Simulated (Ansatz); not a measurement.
B (space group R-3m)

```yaml
crystal:
  lattice:
    - [2.42047, 1.39746, 4.13138]
    - [-2.42047, 1.39746, 4.13138]
    - [0.00000, -2.79491, 4.13138]
  atoms:
    - { symbol: B, position: [0.01046, 0.65431, 0.01046] }
    - { symbol: B, position: [0.98954, 0.34569, 0.98954] }
    - { symbol: B, position: [0.01046, 0.01046, 0.65431] }
    - { symbol: B, position: [0.98954, 0.98954, 0.34569] }
    - { symbol: B, position: [0.65431, 0.01046, 0.01046] }
    - { symbol: B, position: [0.34569, 0.98954, 0.98954] }
    - { symbol: B, position: [0.22147, 0.62999, 0.22147] }
    - { symbol: B, position: [0.77853, 0.37001, 0.77853] }
    - { symbol: B, position: [0.22147, 0.22147, 0.62999] }
    - { symbol: B, position: [0.77853, 0.77853, 0.37001] }
    - { symbol: B, position: [0.62999, 0.22147, 0.22147] }
    - { symbol: B, position: [0.37001, 0.77853, 0.77853] }
```

The atoms are displaced by Q × the pattern below (from a DFPT mode at Γ, largest move 1; Q in Å), at fixed cell.

| atom | x | y | z |
|---|---|---|---|
| B1 | -0.500 | -0.866 | 0.000 |
| B2 | 0.500 | 0.866 | 0.000 |
| B3 | 1.000 | 0.000 | 0.000 |
| B4 | -1.000 | 0.000 | 0.000 |
| B5 | -0.500 | 0.866 | 0.000 |
| B6 | 0.500 | -0.866 | 0.000 |
| B7 | 0.250 | 0.433 | 0.000 |
| B8 | -0.250 | -0.433 | 0.000 |
| B9 | -0.500 | 0.000 | 0.000 |
| B10 | 0.500 | 0.000 | 0.000 |
| B11 | 0.250 | -0.433 | 0.000 |
| B12 | -0.250 | 0.433 | 0.000 |

Method: LDA (plane waves to 420 eV, PAW, scalar-relativistic; Ansatz, a program for electronic structure). k mesh 7×7×7 (Γ-centred), Fermi-Dirac smearing 0.05 eV. E stands for the smeared free energy. B was relaxed with its symmetry unable to fall. The zero of ΔE is the undisplaced structure.

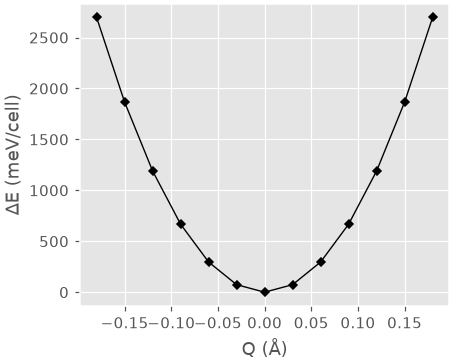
*ΔE (meV/cell) against Q (Å); one marker a computed point.*

The energy at Q = 0.180 Å comes out as 2698 meV/cell. Wavenumber by perturbation theory (DFPT, on another k mesh): 742 cm⁻¹. Harmonic wavenumber from the curvature (finite differences): 742 cm⁻¹. Shape of the curve: a single well with its minimum at or next to zero displacement. Symmetry of the curve: even: the same for both signs.

E″ = 164.11 eV/Å², M = Σ mᵢ|uᵢ|² = 81.1 u, ν̃ = 521.5·√(|E″|/M).

(For displaced atoms, the force is minus the slope of the energy, and its curvature is a force constant, which sets phonon frequencies.)
